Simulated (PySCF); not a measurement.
C₃H₁₀SSi (SMILES CCCS[SiH3])

```xyz
15

C    -1.9231    0.4975    0.2854
C    -0.8116   -0.3565    0.8794
C    -0.1010   -1.1908   -0.1746
S     0.7126   -0.1944   -1.4774
Si    2.3036    0.7449   -0.3993
H    -1.5216    1.1567   -0.4808
H    -2.3927    1.1039    1.0561
H    -2.6825   -0.1326   -0.1723
H    -0.0846    0.2838    1.3858
H    -1.2295   -1.0405    1.6236
H     0.6622   -1.8257    0.2760
H    -0.8124   -1.8175   -0.7117
H     1.7889    1.8553    0.3982
H     3.2021    1.1958   -1.4454
H     2.8853   -0.2719    0.4712
```

Geometry: GFN2-xTB.

Method: PySCF 2.14.0, PBE0/pcSseg-1, SCF density, gas phase, non-relativistic.

What can the converged electron density and electron localisation function tell about the bonding?

C–C (1.52 Å): the density is about 1.7 e/Å³ at the midpoint; the ELF peaks at about 0.95 between the atoms (localised, covalent bonding).
C–H (1.09 Å): ρ is about 2 e/Å³ halfway; the ELF climbs to about 1 towards the hydrogen, as it does in any bond to H: an ordinary covalent bond to hydrogen.

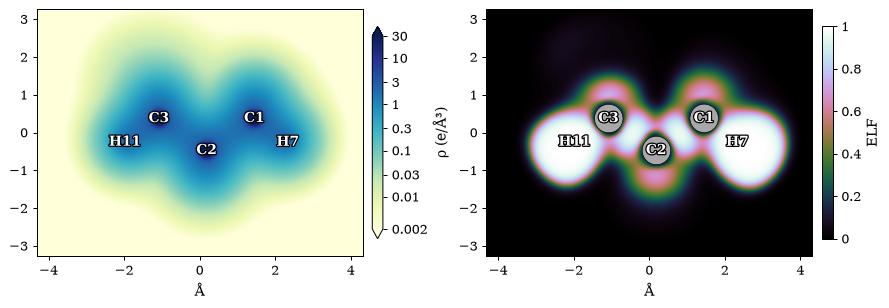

Computed electron density and electron localisation function on the plane of atoms C2, C1 and H7, in this order. Grey discs cover the atomic cores in the ELF map. 
